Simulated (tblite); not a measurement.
**Geometry relaxation, with input and output: CH$_{3}$Cl$_{2}$Si (part 2 of 2)**

The same run, continued: CH$_{3}$Cl$_{2}$Si, multiplicity 2, SMILES [SiH2]C(Cl)Cl; GFN2-xTB geometry optimisation, gas phase (tblite 0.8.0). It belongs to a series of runs on one base structure; here: X = H replaced by CHCl2.

Geometry of the input (Å):
```
Si 1.1038  0.0364  0.2724
C  -0.7387  0.0921  0.1629
Cl -1.2773  -0.7637  -1.2832
Cl -1.2782  1.7877  0.1288
H  1.7879  0.5575  -0.9304
H  1.6137  -1.3178  0.5928
H  -1.2080  -0.3873  1.0297
```

Trajectory as extended XYZ, continued
```
7
Properties=species:S:1:pos:R:3:forces:R:3 step=26 energy=-392.63432
Si    1.1824   -0.0040    0.2867    0.0220  -0.0240  -0.0030
C    -0.7276    0.0827    0.2028    0.0100  -0.0330  -0.0470
Cl   -1.2959   -0.8382   -1.2379   -0.0100  -0.0120  -0.0220
Cl   -1.2134    1.7831    0.0311   -0.0440  -0.0080   0.0240
H     1.7370    0.7026   -0.8556    0.0050  -0.0030   0.0320
H     1.5966   -1.3834    0.5015    0.0000   0.0050  -0.0100
H    -1.2757   -0.3379    1.0443    0.0180   0.0760   0.0270
7
Properties=species:S:1:pos:R:3:forces:R:3 step=27 energy=-392.63471
Si    1.1827   -0.0057    0.2881   -0.0080  -0.0180  -0.0140
C    -0.7298    0.0822    0.2021    0.0620  -0.0440  -0.0190
Cl   -1.2962   -0.8419   -1.2359   -0.0170  -0.0140  -0.0220
Cl   -1.2117    1.7821    0.0278   -0.0510   0.0140   0.0140
H     1.7377    0.7072   -0.8509    0.0000  -0.0090   0.0400
H     1.5981   -1.3861    0.4950   -0.0040   0.0080  -0.0100
H    -1.2776   -0.3330    1.0467    0.0170   0.0620   0.0120
7
Properties=species:S:1:pos:R:3:forces:R:3 step=28 energy=-392.63517
Si    1.1830   -0.0084    0.2896   -0.0340  -0.0110  -0.0190
C    -0.7313    0.0807    0.2011    0.0930  -0.0330   0.0110
Cl   -1.2968   -0.8475   -1.2332   -0.0240  -0.0130  -0.0150
Cl   -1.2097    1.7812    0.0230   -0.0490   0.0230   0.0010
H     1.7381    0.7141   -0.8435    0.0000  -0.0120   0.0410
H     1.5999   -1.3899    0.4858   -0.0070   0.0080  -0.0090
H    -1.2799   -0.3254    1.0501    0.0210   0.0380  -0.0100
7
Properties=species:S:1:pos:R:3:forces:R:3 step=29 energy=-392.63562
Si    1.1827   -0.0118    0.2910   -0.0410  -0.0060  -0.0140
C    -0.7318    0.0786    0.2007    0.0820  -0.0020   0.0270
Cl   -1.2978   -0.8545   -1.2298   -0.0260  -0.0090  -0.0010
Cl   -1.2078    1.7807    0.0167   -0.0360   0.0130  -0.0110
H     1.7386    0.7222   -0.8336    0.0030  -0.0090   0.0330
H     1.6021   -1.3941    0.4741   -0.0090   0.0040  -0.0070
H    -1.2826   -0.3162    1.0538    0.0270   0.0080  -0.0270
7
Properties=species:S:1:pos:R:3:forces:R:3 step=30 energy=-392.63591
Si    1.1817   -0.0146    0.2918   -0.0230  -0.0040  -0.0030
C    -0.7310    0.0772    0.2012    0.0390   0.0300   0.0180
Cl   -1.2990   -0.8599   -1.2267   -0.0240  -0.0040   0.0110
Cl   -1.2067    1.7806    0.0114   -0.0210  -0.0050  -0.0150
H     1.7392    0.7281   -0.8254    0.0080  -0.0020   0.0220
H     1.6037   -1.3971    0.4647   -0.0110  -0.0020  -0.0050
H    -1.2846   -0.3094    1.0559    0.0320  -0.0140  -0.0280
7
Properties=species:S:1:pos:R:3:forces:R:3 step=31 energy=-392.63607
Si    1.1807   -0.0163    0.2923    0.0020  -0.0030   0.0050
C    -0.7300    0.0770    0.2019   -0.0010   0.0420   0.0000
Cl   -1.3000   -0.8633   -1.2243   -0.0200  -0.0010   0.0170
Cl   -1.2060    1.7805    0.0076   -0.0130  -0.0140  -0.0140
H     1.7396    0.7318   -0.8199    0.0120   0.0040   0.0130
H     1.6045   -1.3988    0.4586   -0.0120  -0.0050  -0.0030
H    -1.2854   -0.3060    1.0567    0.0320  -0.0230  -0.0180
7
Properties=species:S:1:pos:R:3:forces:R:3 step=32 energy=-392.63621
Si    1.1798   -0.0178    0.2930    0.0230  -0.0020   0.0100
C    -0.7291    0.0775    0.2026   -0.0300   0.0390  -0.0170
Cl   -1.3013   -0.8663   -1.2218   -0.0150   0.0020   0.0190
Cl   -1.2053    1.7803    0.0039   -0.0090  -0.0130  -0.0130
H     1.7400    0.7353   -0.8149    0.0150   0.0080   0.0070
H     1.6048   -1.4005    0.4532   -0.0140  -0.0080  -0.0010
H    -1.2855   -0.3037    1.0570    0.0290  -0.0260  -0.0050
7
Properties=species:S:1:pos:R:3:forces:R:3 step=33 energy=-392.63641
Si    1.1791   -0.0198    0.2943    0.0410   0.0020   0.0100
C    -0.7284    0.0788    0.2030   -0.0490   0.0200  -0.0310
Cl   -1.3034   -0.8708   -1.2178   -0.0100   0.0050   0.0180
Cl   -1.2042    1.7798   -0.0019   -0.0080  -0.0020  -0.0110
H     1.7406    0.7407   -0.8073    0.0190   0.0110   0.0020
H     1.6048   -1.4032    0.4451   -0.0160  -0.0100   0.0010
H    -1.2851   -0.3005    1.0575    0.0230  -0.0250   0.0110
7
Properties=species:S:1:pos:R:3:forces:R:3 step=34 energy=-392.63663
Si    1.1789   -0.0223    0.2961    0.0410   0.0070   0.0060
C    -0.7281    0.0806    0.2029   -0.0460  -0.0110  -0.0340
Cl   -1.3063   -0.8763   -1.2128   -0.0050   0.0070   0.0140
Cl   -1.2033    1.7791   -0.0091   -0.0100   0.0160  -0.0100
H     1.7416    0.7476   -0.7980    0.0240   0.0130  -0.0020
H     1.6044   -1.4069    0.4355   -0.0180  -0.0110   0.0030
H    -1.2839   -0.2969    1.0584    0.0130  -0.0210   0.0240
7
Properties=species:S:1:pos:R:3:forces:R:3 step=35 energy=-392.63682
Si    1.1794   -0.0246    0.2978    0.0240   0.0130  -0.0020
C    -0.7285    0.0821    0.2020   -0.0230  -0.0370  -0.0210
Cl   -1.3093   -0.8814   -1.2080   -0.0020   0.0060   0.0060
Cl   -1.2031    1.7787   -0.0158   -0.0110   0.0270  -0.0100
H     1.7433    0.7543   -0.7892    0.0280   0.0120  -0.0040
H     1.6036   -1.4106    0.4266   -0.0190  -0.0090   0.0030
H    -1.2821   -0.2935    1.0597    0.0050  -0.0140   0.0270
7
Properties=species:S:1:pos:R:3:forces:R:3 step=36 energy=-392.63698
Si    1.1802   -0.0259    0.2986   -0.0020   0.0170  -0.0070
C    -0.7291    0.0828    0.2007    0.0050  -0.0440  -0.0020
Cl   -1.3116   -0.8842   -1.2050   -0.0030   0.0030  -0.0020
Cl   -1.2043    1.7788   -0.0200   -0.0090   0.0250  -0.0080
H     1.7456    0.7582   -0.7837    0.0300   0.0120  -0.0060
H     1.6027   -1.4130    0.4214   -0.0200  -0.0070   0.0030
H    -1.2801   -0.2918    1.0608   -0.0010  -0.0070   0.0220
7
Properties=species:S:1:pos:R:3:forces:R:3 step=37 energy=-392.63710
Si    1.1810   -0.0265    0.2988   -0.0200   0.0170  -0.0110
C    -0.7297    0.0827    0.1996    0.0220  -0.0330   0.0140
Cl   -1.3134   -0.8857   -1.2031   -0.0040  -0.0010  -0.0070
Cl   -1.2061    1.7793   -0.0225   -0.0030   0.0080  -0.0040
H     1.7483    0.7608   -0.7805    0.0280   0.0090  -0.0040
H     1.6016   -1.4148    0.4187   -0.0210   0.0000   0.0010
H    -1.2784   -0.2910    1.0620   -0.0020  -0.0010   0.0110
7
Properties=species:S:1:pos:R:3:forces:R:3 step=38 energy=-392.63720
Si    1.1815   -0.0257    0.2977   -0.0300   0.0150  -0.0080
C    -0.7298    0.0824    0.1986    0.0270  -0.0110   0.0210
Cl   -1.3146   -0.8841   -1.2036   -0.0050  -0.0060  -0.0110
Cl   -1.2099    1.7798   -0.0215    0.0060  -0.0120   0.0010
H     1.7520    0.7592   -0.7814    0.0260   0.0110  -0.0080
H     1.6002   -1.4143    0.4209   -0.0200   0.0010   0.0010
H    -1.2760   -0.2924    1.0622   -0.0040   0.0020   0.0050
7
Properties=species:S:1:pos:R:3:forces:R:3 step=39 energy=-392.63729
Si    1.1815   -0.0253    0.2971   -0.0170   0.0080  -0.0150
C    -0.7296    0.0818    0.1985    0.0120   0.0090   0.0190
Cl   -1.3158   -0.8845   -1.2032   -0.0030  -0.0070  -0.0070
Cl   -1.2115    1.7801   -0.0226    0.0140  -0.0340   0.0070
H     1.7551    0.7606   -0.7806    0.0160   0.0010   0.0030
H     1.5985   -1.4152    0.4205   -0.0210   0.0160  -0.0020
H    -1.2749   -0.2927    1.0633   -0.0010   0.0070  -0.0040
7
Properties=species:S:1:pos:R:3:forces:R:3 step=40 energy=-392.63737
Si    1.1813   -0.0234    0.2953   -0.0060   0.0020  -0.0080
C    -0.7291    0.0818    0.1981   -0.0020   0.0210   0.0080
Cl   -1.3166   -0.8815   -1.2054    0.0000  -0.0090  -0.0040
Cl   -1.2156    1.7798   -0.0192    0.0180  -0.0370   0.0090
H     1.7592    0.7565   -0.7841    0.0120   0.0050  -0.0010
H     1.5967   -1.4131    0.4254   -0.0190   0.0140  -0.0020
H    -1.2725   -0.2952    1.0628   -0.0030   0.0040  -0.0020
7
Properties=species:S:1:pos:R:3:forces:R:3 step=41 energy=-392.63745
Si    1.1808   -0.0227    0.2947    0.0140  -0.0030  -0.0110
C    -0.7286    0.0817    0.1985   -0.0170   0.0180  -0.0030
Cl   -1.3176   -0.8823   -1.2052    0.0030  -0.0080   0.0030
Cl   -1.2159    1.7789   -0.0198    0.0160  -0.0300   0.0100
H     1.7618    0.7577   -0.7833    0.0050   0.0000   0.0060
H     1.5947   -1.4132    0.4246   -0.0180   0.0190  -0.0020
H    -1.2718   -0.2952    1.0634   -0.0030   0.0030  -0.0020
7
Properties=species:S:1:pos:R:3:forces:R:3 step=42 energy=-392.63754
Si    1.1803   -0.0223    0.2943    0.0250  -0.0050  -0.0110
C    -0.7284    0.0816    0.1989   -0.0220   0.0040  -0.0110
Cl   -1.3191   -0.8846   -1.2039    0.0060  -0.0060   0.0090
Cl   -1.2150    1.7772   -0.0220    0.0090  -0.0080   0.0090
H     1.7647    0.7606   -0.7802   -0.0010  -0.0030   0.0080
H     1.5920   -1.4136    0.4213   -0.0140   0.0160  -0.0020
H    -1.2712   -0.2942    1.0645   -0.0040   0.0010  -0.0010
7
Properties=species:S:1:pos:R:3:forces:R:3 step=43 energy=-392.63760
Si    1.1803   -0.0226    0.2944    0.0210  -0.0030  -0.0100
C    -0.7287    0.0813    0.1992   -0.0140  -0.0060  -0.0100
Cl   -1.3202   -0.8879   -1.2015    0.0060  -0.0050   0.0100
Cl   -1.2129    1.7760   -0.0254    0.0020   0.0080   0.0070
H     1.7664    0.7650   -0.7758   -0.0020  -0.0040   0.0080
H     1.5898   -1.4146    0.4163   -0.0080   0.0110  -0.0010
H    -1.2714   -0.2922    1.0657   -0.0040   0.0000  -0.0030
7
Properties=species:S:1:pos:R:3:forces:R:3 step=44 energy=-392.63763
Si    1.1805   -0.0232    0.2947    0.0070  -0.0010  -0.0060
C    -0.7290    0.0808    0.1993   -0.0010  -0.0070  -0.0050
Cl   -1.3209   -0.8911   -1.1990    0.0040  -0.0060   0.0070
Cl   -1.2108    1.7754   -0.0286   -0.0020   0.0130   0.0050
H     1.7673    0.7690   -0.7715   -0.0010  -0.0020   0.0040
H     1.5884   -1.4157    0.4113   -0.0040   0.0030  -0.0010
H    -1.2721   -0.2903    1.0668   -0.0030   0.0000  -0.0050
7
Properties=species:S:1:pos:R:3:forces:R:3 step=45 energy=-392.63764
Si    1.1806   -0.0237    0.2948   -0.0010   0.0010  -0.0020
C    -0.7293    0.0804    0.1993    0.0040  -0.0020  -0.0010
Cl   -1.3211   -0.8929   -1.1975    0.0030  -0.0060   0.0040
Cl   -1.2097    1.7754   -0.0304   -0.0020   0.0090   0.0050
H     1.7675    0.7711   -0.7691    0.0010   0.0000   0.0000
H     1.5879   -1.4163    0.4085   -0.0020  -0.0010   0.0000
H    -1.2727   -0.2892    1.0673   -0.0020   0.0000  -0.0050
7
Properties=species:S:1:pos:R:3:forces:R:3 step=46 energy=-392.63764
Si    1.1807   -0.0239    0.2948   -0.0040   0.0010   0.0010
C    -0.7293    0.0802    0.1993    0.0040   0.0020   0.0000
Cl   -1.3211   -0.8936   -1.1968    0.0020  -0.0060   0.0020
Cl   -1.2094    1.7756   -0.0310   -0.0010   0.0040   0.0050
H     1.7676    0.7719   -0.7681    0.0020   0.0010  -0.0020
H     1.5878   -1.4166    0.4073   -0.0010  -0.0030   0.0000
H    -1.2730   -0.2887    1.0674   -0.0010   0.0000  -0.0040
```

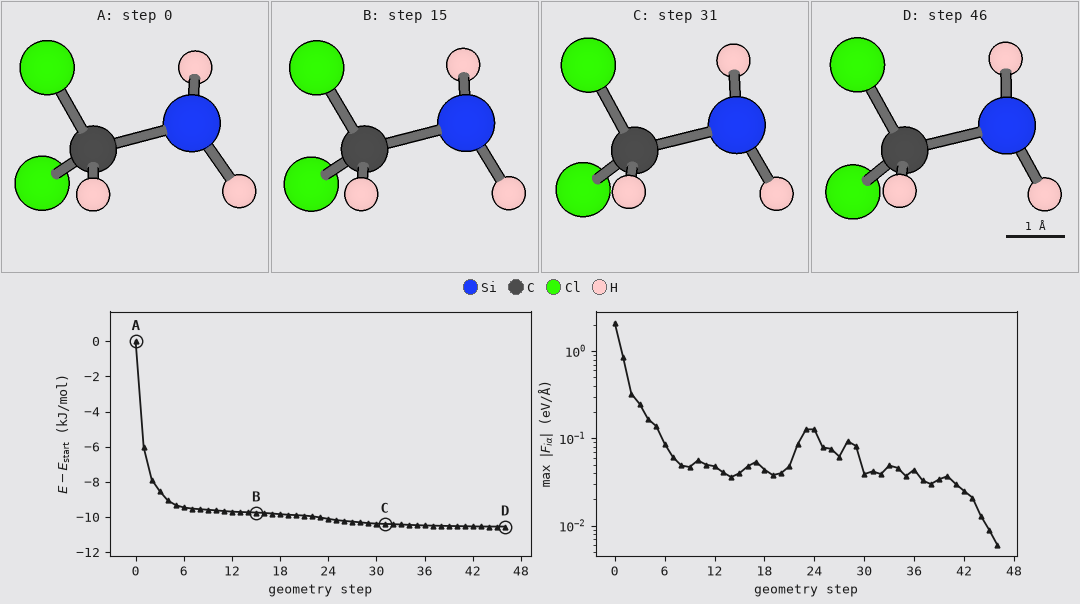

Frames of the relaxation (ball-and-stick view, seen at a tilt) above the curves, on which the letters mark them (steps are counted from 0).

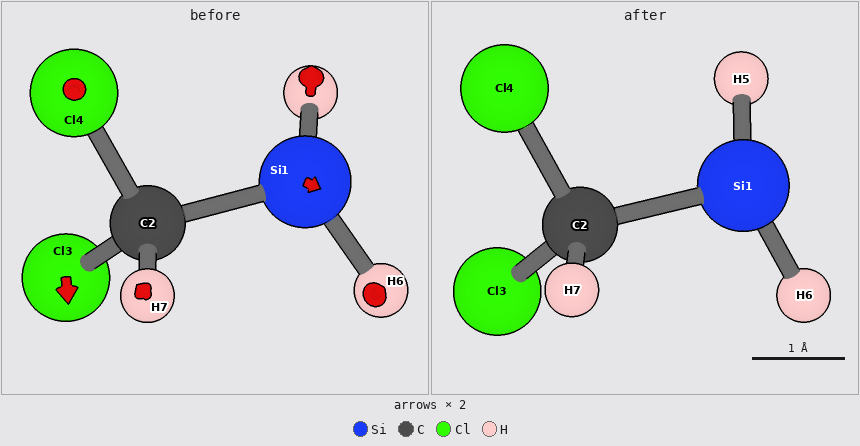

Before (left) and after (right) the relaxation, at one scale (ball-and-stick view, seen at a tilt). The red arrows give the displacements, magnified 2 times. The energy falls by 10.5 kJ/mol in 46 geometry steps. The largest force component goes from 2.1 to 0.006 eV/Å. The largest move after the best rigid fit is that of H5, 0.27 Å. By element the largest moves are H 0.27 Å, Cl 0.17 Å, Si 0.10 Å, C 0.04 Å. Among the contacts that change: Si1–C2 1.847 → 1.915 Å, C2–Cl3 1.765 → 1.802 Å, Si1–H5 1.479 → 1.452 Å, Si1–H6 1.482 → 1.455 Å. Among the angles that change: H5–Si1–H6 109.8° → 117.9°, Si1–C2–H7 111.5° → 116.1°, C2–Si1–H5 113.8° → 109.7°. (Atoms are counted from 1 in the order of the input.)
